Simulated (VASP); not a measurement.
Band structure of La$_{2}$O$_{3}$ (space group P-3m1). These are PBEsol GGA, VASP's PBE PAW potentials (set 64) (plane waves; VASP) values and carry that method's errors.

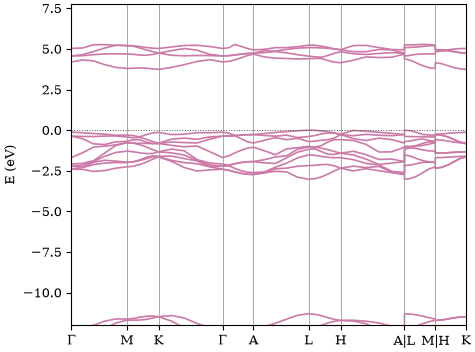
Bands along high-symmetry lines, zero at the valence-band maximum or, without a gap, the Fermi level

**Question.** Read the plot: is there a gap, and where are the band edges?

**Answer.** The gap is indirect, 3.74 eV, from the valence maximum at L to the conduction minimum at K.

The structure is a typed La2O3 crystal. The cell was not relaxed at this level.
